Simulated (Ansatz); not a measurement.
**Cu+ with HO−: superposition error and deformation, part 1 of 2**

How much of this pair's binding is borrowed basis, and how much do the fragments pay to take the shapes they have in the pair?

Computed with Ansatz 0.2.0, Gaussian basis. Level: PBE0-D4 structures, single points in def2-TZVPPD.

Levels: PBE-D4, revPBE-D4, BLYP-D4, r2SCAN-D4, B97M-V, PBE0-D4, B3LYP-D4, HSE06-D4, wB97X-V, wB97M-V, B2PLYP, Hartree-Fock, MP2, CCSD, CCSD(T).

Cores are frozen in the correlated methods. The 3s and 3p shells of Cu and Zn are frozen; filled d shells are correlated. B3LYP uses VWN-RPA correlation. B2PLYP carries no dispersion term here.

129 further runs of the same task are left out: 129 set aside as unsound or not needed.

## 1. Starting geometry

The relaxed pair: 3 atoms, charge 0, spin multiplicity 1.

Atoms are counted from 1 here; the program's logs count them from 0.

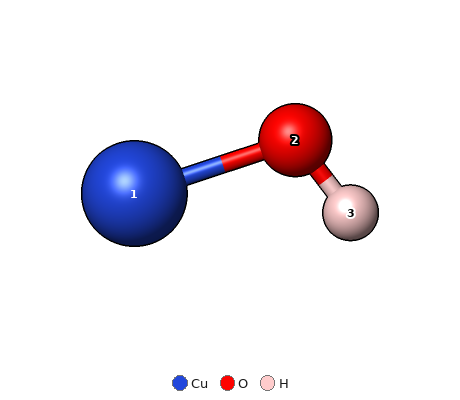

As it starts; copper blue, oxygen red, hydrogen pink; atoms are numbered from 1 in the order of the file.

Geometry (Å):

```mol
CuHO
  3D, bonds by distance, orders not assigned

  3  2  0  0  0  0  0  0  0  0999 V2000
    0.0460    0.0394   -1.3277 Cu  0  0
    0.2949    0.2522    0.4270 O   0  0
   -0.3410   -0.2916    0.9007 H   0  0
  1  2  8  0
  2  3  8  0
M  END
```

Atoms 1 to 1 are fragment A (Cu+), the rest fragment B (HO−). From earlier runs, pair energy (eV) and counterpoise interaction (meV):

```
      method       E(pair)  interaction
      PBE-D4  -46696.20592        -9513
   revPBE-D4  -46701.71465        -9285
     BLYP-D4  -46707.50142        -9436
   r2SCAN-D4  -46703.37739        -9555
      B97M-V  -46694.85611        -9495
     PBE0-D4  -46695.89442        -9109
    B3LYP-D4  -46706.27602        -9151
    HSE06-D4  -46695.72864        -9104
     wB97X-V  -46699.61156        -8961
     wB97M-V  -46701.70647        -8934
      B2PLYP  -46696.03898        -8988
Hartree-Fock  -46650.99494        -7892
         MP2  -46671.86445        -8737
     CCSD(T)  -46670.75638        -8630
```

First each fragment is run alone in its own basis, frozen in the shape it has in the pair (a, b).

## 2. wB97X-V/def2-TZVPPD

Input file a/in.yaml:

```yaml
crystal:
  periodic: [false, false, false]
  atoms:
    - {symbol: Cu, position_ang: [0.046023, 0.039413, -1.327656]}
basis:
  gaussian: {orbitals: "def2-TZVPPD.json"}
total_charge: 1
hamiltonian: {xc: {name: wB97X-V}}
```

Input file b/in.yaml:

```yaml
crystal:
  periodic: [false, false, false]
  atoms:
    - {symbol: O, position_ang: [0.294942, 0.252212, 0.427037]}
    - {symbol: H, position_ang: [-0.340965, -0.291625, 0.900718]}
basis:
  gaussian: {orbitals: "def2-TZVPPD.json"}
total_charge: -1
hamiltonian: {xc: {name: wB97X-V}}
```

The basis file named in the input lies beside it (Basis Set Exchange, JSON).

Each run has its own folder and the same command.

Run with:

```
$ ansatz run in.yaml --threads 2 --pin off --events-out ev --progress --plain --max-ram 5222MiB
```

Log of a:

```text
Functional definition: wB97X-V
  name "wB97X-V"
  cite "Mardirossian & Head-Gordon, Phys. Chem. Chem. Phys. 16, 9904 (2014) doi:10.1039/C3CP54374A"
  cite "Becke, J. Chem. Phys. 107, 8554 (1997) doi:10.1063/1.475007"
  cite "Vydrov & Van Voorhis, J. Chem. Phys. 133, 244103 (2010) doi:10.1063/1.3521275"
  parameter omega = 0.3/bohr
  parameter cx = 0.167
  parameter cx1 = 0.603
  parameter cx2 = 1.194
  parameter css0 = 0.556
  parameter css1 = -0.257
  parameter cos0 = 1.219
  parameter cos1 = -1.850
  parameter b = 6.0
  parameter c = 0.01
  exchange = spin_sum(e_x_unif_sr(omega)*poly(b97_u_x, 1 - cx, cx1, cx2)) + cx*exact_x_sr(omega) + exact_x_lr(omega)
  correlation = spin_sum(e_c_pw_same_spin*poly(b97_u_same, css0, css1))
      + integral(e_c_pw_opposite_spin*poly(b97_u_opposite, cos0, cos1)) + vv10(b, c)
553 factors; their error is unknown
76 factors; integrals over basis functions are off by at most 9.5e-5 eV
mean field evaluation 1: about -44597.6896 eV, gradient 2.1e2 eV
mean field evaluation 2: about -43801.8921 eV, gradient 6.3e2 eV
mean field evaluation 4: about -44626.8768 eV, gradient 4.0e1 eV
mean field evaluation 8: about -44627.9285 eV, gradient 4.9e-2 eV
mean field evaluation 16: about -44627.9285 eV, gradient 1.9e-6 eV
mean field -44627.92849594 eV, -1640.0461223294 hartree, gradient 1.9e-6 eV, S^2 0.000000; 0 other end points of the search recorded, 0 dependent functions left out
reference -44627.92849436 eV, -1640.0461222712 hartree; 14, 14 occupied and 53, 53 virtual orbitals, 553 factors
Total energy: -44627.92849436 eV, -1640.0461222712 hartree
```

Output in b, cut to the lines that bear on the results:

```text
[... 5 set-up lines as earlier in the session ...]
[...]
      + integral(e_c_pw_opposite_spin*poly(b97_u_opposite, cos0, cos1)) + vv10(b, c)
243 factors; their error is unknown
78 factors; integrals over basis functions are off by at most 2.2e-5 eV
[...]
mean field -2062.70713117 eV, -75.8030889173 hartree, gradient 4.1e-5 eV, S^2 0.000000; 0 other end points of the search recorded, 0 dependent functions left out
reference -2062.70712976 eV, -75.8030888657 hartree; 5, 5 occupied and 52, 52 virtual orbitals, 243 factors
Total energy: -2062.70712976 eV, -75.8030888657 hartree
```

Wall times: 0.95 s (a), 0.5 s (b) on 2 threads of Arm Neoverse V2, shared host.

## 3. wB97M-V/def2-TZVPPD

The same edit goes into each in.yaml of step 2 (a, b):

```diff
-hamiltonian: {xc: {name: wB97X-V}}
+hamiltonian: {xc: {name: wB97M-V}}
```

One command serves all of them, each in its own folder.

Run with:

```
$ ansatz run in.yaml --threads 2 --pin off --events-out ev --progress --plain --max-ram 5222MiB
```

Output in a, cut to the lines that bear on the results:

```text
Functional definition: wB97M-V
  name "wB97M-V"
  cite "Mardirossian & Head-Gordon, J. Chem. Phys. 144, 214110 (2016) doi:10.1063/1.4952647"
[... 2 set-up lines as earlier in the session ...]
  # Of w^i u^j: cxij and so on, Table III.
[...]
  gx(w, u) = 1 - cx + cx01*u + cx10*w
  gss(w, u) = css00 + css04*u^4 + css10*w + css20*w^2 + css43*w^4*u^3
  gos(w, u) = cos00 + cos10*w + (cos20 + cos21*u)*w^2 + (cos60 + cos61*u)*w^6
[...]
      + integral(e_c_pw_mod_opposite_spin*gos(b97_w_opposite, b97_u_opposite)) + vv10(b, c)
553 factors; their error is unknown
76 factors; integrals over basis functions are off by at most 9.5e-5 eV
[...]
mean field -44629.92506620 eV, -1640.1194949330 hartree, gradient 5.5e-5 eV, S^2 0.000000; 0 other end points of the search recorded, 0 dependent functions left out
reference -44629.92510464 eV, -1640.1194963458 hartree; 14, 14 occupied and 53, 53 virtual orbitals, 553 factors
Total energy: -44629.92510464 eV, -1640.1194963458 hartree
```

b printed, cut to the lines that bear on the results:

```text
[... 5 set-up lines as earlier in the session ...]
  # Of w^i u^j: cxij and so on, Table III.
[...]
  gx(w, u) = 1 - cx + cx01*u + cx10*w
  gss(w, u) = css00 + css04*u^4 + css10*w + css20*w^2 + css43*w^4*u^3
  gos(w, u) = cos00 + cos10*w + (cos20 + cos21*u)*w^2 + (cos60 + cos61*u)*w^6
[...]
      + integral(e_c_pw_mod_opposite_spin*gos(b97_w_opposite, b97_u_opposite)) + vv10(b, c)
243 factors; their error is unknown
78 factors; integrals over basis functions are off by at most 2.2e-5 eV
[...]
mean field -2062.83117577 eV, -75.8076474725 hartree, gradient 4.2e-5 eV, S^2 0.000000; 0 other end points of the search recorded, 0 dependent functions left out
reference -2062.83121032 eV, -75.8076487421 hartree; 5, 5 occupied and 52, 52 virtual orbitals, 243 factors
Total energy: -2062.83121032 eV, -75.8076487421 hartree
```

They took 1.2 s (a), 0.5 s (b) on 2 threads of Arm Neoverse V2, shared host.

## 4. B2PLYP/def2-TZVPPD

Edit a/in.yaml of step 3 so:

```diff
@@ -7,2 +7,3 @@
 total_charge: 1
-hamiltonian: {xc: {name: wB97M-V}}
+hamiltonian: {xc: {name: B2PLYP}}
+correlation: {frozen_orbitals: {Cu: 9}}
```

Edit b/in.yaml of step 3 so:

```diff
@@ -8,2 +8,2 @@
 total_charge: -1
-hamiltonian: {xc: {name: wB97M-V}}
+hamiltonian: {xc: {name: B2PLYP}}
```

The same command starts each run, in its folder.

Run with:

```
$ ansatz run in.yaml --threads 2 --pin off --events-out ev --progress --plain --max-ram 5222MiB
```

Output in a, cut to the lines that bear on the results:

```text
Functional definition: B2PLYP
  name "B2PLYP"
  cite "Grimme, J. Chem. Phys. 124, 034108 (2006) doi:10.1063/1.2148954"
  cite "Becke, Phys. Rev. A 38, 3098 (1988) doi:10.1103/PhysRevA.38.3098"
  cite "Lee, Yang & Parr, Phys. Rev. B 37, 785 (1988) doi:10.1103/PhysRevB.37.785"
[...]
466 factors; integrals over basis functions are off by at most 1.4e-4 eV
[...]
mean field -44620.83074562 eV, -1639.7852848161 hartree, gradient 3.5e-6 eV, S^2 0.000000; 0 other end points of the search recorded, 0 dependent functions left out
9 core orbitals not correlated: weight in the atoms' cores, before any rotation towards them, 1.000 or more for the frozen orbitals, at most 0.000 for the correlated occupied ones
reference -44620.83084023 eV, -1639.7852882931 hartree; 5, 5 occupied and 53, 53 virtual orbitals, 466 factors
second order -14.37753326 eV of doubles, -0.00000000 eV of singles
Total energy: -44624.71277421 eV, -1639.9279467357 hartree
```

Output in b, cut to the lines that bear on the results:

```text
[... 5 set-up lines as earlier in the session ...]
[...]
337 factors; integrals over basis functions are off by at most 1.2e-3 eV
[...]
mean field -2059.72921294 eV, -75.6936524409 hartree, gradient 9.1e-7 eV, S^2 0.000000; 0 other end points of the search recorded, 0 dependent functions left out
1 core orbitals not correlated: weight in the atoms' cores, before any rotation towards them, 1.000 or more for the frozen orbitals, at most 0.000 for the correlated occupied ones
reference -2059.72931367 eV, -75.6936561426 hartree; 4, 4 occupied and 52, 52 virtual orbitals, 337 factors
second order -9.51329096 eV of doubles, -0.00000000 eV of singles
Total energy: -2062.29790223 eV, -75.7880500311 hartree
```

They took 0.75 s (a), 0.25 s (b) on 2 threads of Arm Neoverse V2, shared host.

## 5. B97M-V/def2-TZVPPD

Edit a/in.yaml of step 4 so:

```diff
@@ -7,3 +7,2 @@
 total_charge: 1
-hamiltonian: {xc: {name: B2PLYP}}
-correlation: {frozen_orbitals: {Cu: 9}}
+hamiltonian: {xc: {name: B97M-V}}
```

Edit b/in.yaml of step 4 so:

```diff
@@ -8,2 +8,2 @@
 total_charge: -1
-hamiltonian: {xc: {name: B2PLYP}}
+hamiltonian: {xc: {name: B97M-V}}
```

One command serves all of them, each in its own folder.

Run with:

```
$ ansatz run in.yaml --threads 2 --pin off --events-out ev --progress --plain --max-ram 5222MiB
```

a printed, cut to the lines that bear on the results:

```text
Functional definition: B97M-V
  name "B97M-V"
  cite "Mardirossian & Head-Gordon, J. Chem. Phys. 142, 074111 (2015) doi:10.1063/1.4907719"
[... 2 set-up lines as earlier in the session ...]
  # Of w^i u^j: cxij and so on, Table III.
[...]
  gx(w, u) = cx00 + cx01*u + cx02*u^2 + (cx10 + cx11*u)*w
  gss(w, u) = css00 + css02*u^2 + css10*w + (css32*w^3 + css42*w^4)*u^2
  gos(w, u) = cos00 + cos01*u + cos03*u^3 + cos10*w + cos32*w^3*u^2
[...]
      + integral(e_c_pw_mod_opposite_spin*gos(b97_w_opposite, b97_u_opposite)) + vv10(b, c)
509 factors; their error is unknown
[...]
mean field -44622.55542175 eV, -1639.8486654948 hartree, gradient 5.7e-5 eV, S^2 0.000000; 0 other end points of the search recorded, 0 dependent functions left out
reference -44622.55546930 eV, -1639.8486672424 hartree; 14, 14 occupied and 53, 53 virtual orbitals, 509 factors
Total energy: -44622.55546930 eV, -1639.8486672424 hartree
```

Output in b, cut to the lines that bear on the results:

```text
[... 5 set-up lines as earlier in the session ...]
  # Of w^i u^j: cxij and so on, Table III.
[...]
  gx(w, u) = cx00 + cx01*u + cx02*u^2 + (cx10 + cx11*u)*w
  gss(w, u) = css00 + css02*u^2 + css10*w + (css32*w^3 + css42*w^4)*u^2
  gos(w, u) = cos00 + cos01*u + cos03*u^3 + cos10*w + cos32*w^3*u^2
[...]
      + integral(e_c_pw_mod_opposite_spin*gos(b97_w_opposite, b97_u_opposite)) + vv10(b, c)
243 factors; their error is unknown
[...]
mean field -2062.78403156 eV, -75.8059149545 hartree, gradient 5.2e-5 eV, S^2 0.000000; 0 other end points of the search recorded, 0 dependent functions left out
reference -2062.78407238 eV, -75.8059164546 hartree; 5, 5 occupied and 52, 52 virtual orbitals, 243 factors
Total energy: -2062.78407238 eV, -75.8059164546 hartree
```

They took 1.1 s (a), 0.45 s (b) on 2 threads of Arm Neoverse V2, shared host.

## 6. CCSD(T)/def2-TZVPPD

Edit a/in.yaml of step 5 so:

```diff
@@ -7,2 +7,2 @@
 total_charge: 1
-hamiltonian: {xc: {name: B97M-V}}
+correlation: {method: ccsd_t, frozen_orbitals: {Cu: 9}}
```

Edit b/in.yaml of step 5 so:

```diff
@@ -8,2 +8,2 @@
 total_charge: -1
-hamiltonian: {xc: {name: B97M-V}}
+correlation: {method: ccsd_t}
```

The same command starts each run, in its folder.

Run with:

```
$ ansatz run in.yaml --threads 2 --pin off --events-out ev --progress --plain --max-ram 5222MiB
```

Output in a, cut to the lines that bear on the results:

```text
Functional definition: HF
  name "HF"
  cite "Fock, Z. Phys. 61, 126 (1930) doi:10.1007/BF01340294"
  parent pbe
[...]
466 factors; integrals over basis functions are off by at most 1.4e-4 eV
[...]
mean field -44590.93228105 eV, -1638.6865365090 hartree, gradient 7.8e-7 eV, S^2 0.000000; 0 other end points of the search recorded, 0 dependent functions left out
9 core orbitals not correlated: weight in the atoms' cores, before any rotation towards them, 1.000 or more for the frozen orbitals, at most 0.000 for the correlated occupied ones
reference -44590.93228105 eV, -1638.6865365090 hartree; 5, 5 occupied and 53, 53 virtual orbitals, 466 factors
second order -12.23242520 eV of doubles, -0.00000000 eV of singles
cycle   1  -10.14848868 eV  change     2.1e0 eV  update   1.1e-1
[...]
cycle   9  -10.67504320 eV  change    9.8e-6 eV  update   1.2e-6
perturbative correction -0.35026654 eV, -0.0128720579 hartree
Total energy: -44601.95759078 eV, -1639.0917091686 hartree
```

Log of b, cut to the lines that bear on the results:

```text
[... 4 set-up lines as earlier in the session ...]
[...]
337 factors; integrals over basis functions are off by at most 1.2e-3 eV
[...]
mean field -2052.15667992 eV, -75.4153669851 hartree, gradient 2.9e-6 eV, S^2 0.000000; 0 other end points of the search recorded, 0 dependent functions left out
1 core orbitals not correlated: weight in the atoms' cores, before any rotation towards them, 1.000 or more for the frozen orbitals, at most 0.000 for the correlated occupied ones
reference -2052.15667992 eV, -75.4153669851 hartree; 4, 4 occupied and 52, 52 virtual orbitals, 337 factors
second order -7.72713976 eV of doubles, -0.00000000 eV of singles
cycle   1  -7.32178680 eV  change    4.1e-1 eV  update   1.0e-1
[...]
cycle  10  -7.60743277 eV  change    3.2e-6 eV  update   5.9e-6
perturbative correction -0.31979067 eV, -0.0117520904 hartree
Total energy: -2060.08390336 eV, -75.7066870734 hartree
```

Times: 0.7 s (a), 0.25 s (b) on 2 threads of Arm Neoverse V2, shared host.

## 7. Relaxing HO− alone

Input file relax-b/in.yaml:

```yaml
crystal:
  periodic: [false, false, false]
  atoms:
    - {symbol: O, position_ang: [0.294942, 0.252212, 0.427037]}
    - {symbol: H, position_ang: [-0.340965, -0.291625, 0.900718]}
basis:
  gaussian: {orbitals: def2-TZVPD}
total_charge: -1
hamiltonian: {xc: pbe0, dispersion: d4}
relax: {f_tol: 0.005, max_steps: 200}
```

Run with:

```
$ ansatz run in.yaml --threads 2 --pin off --events-out ev --progress --plain --max-ram 5222MiB
```

Standard output, cut to the lines that bear on the results:

```text
Functional definition: PBE0
  name "PBE0"
  cite "Adamo & Barone, J. Chem. Phys. 110, 6158 (1999) doi:10.1063/1.478522"
  cite "Perdew, Burke & Ernzerhof, Phys. Rev. Lett. 77, 3865 (1996) doi:10.1103/PhysRevLett.77.3865"
[... 1 set-up line as earlier in the session ...]
[...]
235 factors; their error is unknown
[...]
mean field -2061.17172324 eV, -75.7466637167 hartree, gradient 2.7e-5 eV, S^2 0.000000; 0 other end points of the search recorded, 0 dependent functions left out
[...]
reference -2061.17174431 eV, -75.7466644911 hartree; 5, 5 occupied and 44, 44 virtual orbitals, 235 factors
relax step   1: F+E_penalty+E_count = -2061.17539983 eV  Δ(F+E_penalty+E_count) = +0.000e0 eV  max|allowed force component| = 6.828e-2 eV/Å  Δτ_max = 0.0000 Å  (23 SCF iters, accepted)
[...]
relax step   2: F+E_penalty+E_count = -2061.17549784 eV  Δ(F+E_penalty+E_count) = -9.800e-5 eV  max|allowed force component| = 1.692e-2 eV/Å  Δτ_max = 0.0008 Å  (28 SCF iters, accepted)
[...]
relax step   3: F+E_penalty+E_count = -2061.17550429 eV  Δ(F+E_penalty+E_count) = -6.458e-6 eV  max|allowed force component| = 8.337e-5 eV/Å  Δτ_max = 0.0003 Å  (27 SCF iters, accepted)
235 factors; their error is unknown
[...]
mean field -2061.17181766 eV, -75.7466671864 hartree, gradient 9.4e-6 eV, S^2 0.000000; 1 other end points of the search recorded, 0 dependent functions left out
[...]
reference -2061.17183872 eV, -75.7466679607 hartree; 5, 5 occupied and 44, 44 virtual orbitals, 235 factors
Total energy: -2061.17552536 eV, -75.7468034421 hartree
Atom 0 at     0.295612     0.252785     0.426538 Å, force     0.000083     0.000071    -0.000062 eV/Å
Atom 1 at    -0.341635    -0.292198     0.901217 Å, force    -0.000083    -0.000071     0.000062 eV/Å
Dipole moment:    -0.188171    -0.160927     0.140167 e Å
```

Wall time 0.55 s (2 threads of Arm Neoverse V2, shared host).

Step by step:

```
step  energy from step 1 (eV)  largest force component (eV/Å)
   1                   0.0000                          0.0683
   2                  -0.0001                          0.0169
   3                  -0.0001                          0.0001
```

The bond:

```
 bond  before (Å)  after (Å)  change (Å)
O1–H2       0.962      0.964      +0.002
```

## 8. PBE-D4/def2-TZVPPD

Input file free-b/in.yaml:

```yaml
crystal:
  periodic: [false, false, false]
  atoms:
    - {symbol: O, position_ang: [0.295612, 0.252785, 0.426538]}
    - {symbol: H, position_ang: [-0.341635, -0.292198, 0.901217]}
basis:
  gaussian: {orbitals: "def2-TZVPPD.json"}
total_charge: -1
hamiltonian: {xc: pbe, dispersion: d4}
```

Run with:

```
$ ansatz run in.yaml --threads 2 --pin off --events-out ev --progress --plain --max-ram 5222MiB
```

Standard output:

```text
Functional definition: PBE
  name "PBE"
[... 2 set-up lines as earlier in the session ...]
  parameter kappa = 0.804
  parameter beta = 0.06672455060314922
  exchange = pbe_x(kappa = kappa, mu = beta*pi^2/3)
  correlation = pbe_c(beta = beta)
243 factors; their error is unknown
mean field evaluation 1: about -2044.4609 eV, gradient 9.1e1 eV
mean field evaluation 2: about -2012.9215 eV, gradient 1.8e2 eV
mean field evaluation 4: about -2061.4739 eV, gradient 2.4e0 eV
mean field evaluation 8: about -2061.4809 eV, gradient 1.5e-1 eV
mean field -2061.48092294 eV, -75.7580265962 hartree, gradient 2.3e-5 eV, S^2 0.000000; 0 other end points of the search recorded, 0 dependent functions left out
reference -2061.48095229 eV, -75.7580276747 hartree; 5, 5 occupied and 52, 52 virtual orbitals, 243 factors
Total energy: -2061.48555648 eV, -75.7581968757 hartree
```

It took 0.15 s on 2 threads of Arm Neoverse V2, shared host.

## 9. r2SCAN-D4/def2-TZVPPD

Edit free-b/in.yaml of step 8 so:

```diff
@@ -8,2 +8,2 @@
 total_charge: -1
-hamiltonian: {xc: pbe, dispersion: d4}
+hamiltonian: {xc: r2scan, dispersion: d4}
```

Run with:

```
$ ansatz run in.yaml --threads 2 --pin off --events-out ev --progress --plain --max-ram 5222MiB
```

Standard output:

```text
Functional definition: r2SCAN
  name "r2SCAN"
  cite "Furness, Kaplan, Ning, Perdew & Sun, J. Phys. Chem. Lett. 11, 8208 (2020) doi:10.1021/acs.jpclett.0c02405"
  cite "Furness, Kaplan, Ning, Perdew & Sun, J. Phys. Chem. Lett. 11, 9248 (2020) doi:10.1021/acs.jpclett.0c03077"
  parent r2scan
  parameter k0 = 0.174
  parameter k1 = 0.065
  parameter a1 = 4.9479
  exchange = r2scan_x(k0 = k0, k1 = k1, a1 = a1)
  correlation = r2scan_c
243 factors; their error is unknown
mean field evaluation 1: about -2055.7111 eV, gradient 6.0e1 eV
mean field evaluation 2: about -2039.3456 eV, gradient 1.2e2 eV
mean field evaluation 4: about -2062.4146 eV, gradient 2.4e0 eV
mean field evaluation 8: about -2062.4211 eV, gradient 1.4e-1 eV
mean field -2062.42108138 eV, -75.7925767814 hartree, gradient 7.5e-5 eV, S^2 0.000000; 0 other end points of the search recorded, 0 dependent functions left out
reference -2062.42108991 eV, -75.7925770950 hartree; 5, 5 occupied and 52, 52 virtual orbitals, 243 factors
Total energy: -2062.42218715 eV, -75.7926174180 hartree
```

It took 0.4 s on 2 threads of Arm Neoverse V2, shared host.

## 10. PBE0-D4/def2-TZVPPD

Edit free-b/in.yaml of step 9 so:

```diff
@@ -8,2 +8,3 @@
 total_charge: -1
-hamiltonian: {xc: r2scan, dispersion: d4}
+hamiltonian: {xc: pbe0, dispersion: d4}
+output: {orbitals: {seedname: orbitals}}
```

Run with:

```
$ ansatz run in.yaml --threads 2 --pin off --events-out ev --progress --plain --max-ram 5222MiB
```

Standard output, cut to the lines that bear on the results:

```text
[... 5 set-up lines as earlier in the session ...]
  parameter a = 0.25
[... 2 set-up lines as earlier in the session ...]
  exchange = (1 - a)*pbe_x(kappa = kappa, mu = beta*pi^2/3) + a*exact_x
[... 1 set-up line as earlier in the session ...]
243 factors; their error is unknown
mean field evaluation 1: about -2055.7947 eV, gradient 5.3e1 eV
mean field evaluation 2: about -2045.8297 eV, gradient 1.0e2 eV
mean field evaluation 4: about -2061.1987 eV, gradient 6.8e-1 eV
mean field evaluation 8: about -2061.2070 eV, gradient 1.2e-2 eV
mean field -2061.20697201 eV, -75.7479590849 hartree, gradient 3.3e-5 eV, S^2 0.000000; 0 other end points of the search recorded, 0 dependent functions left out
reference -2061.20699316 eV, -75.7479598624 hartree; 5, 5 occupied and 52, 52 virtual orbitals, 243 factors
Total energy: -2061.21067980 eV, -75.7480953439 hartree
```

Wall time 0.15 s (2 threads of Arm Neoverse V2, shared host).

(Continued in part 2 of 2.)
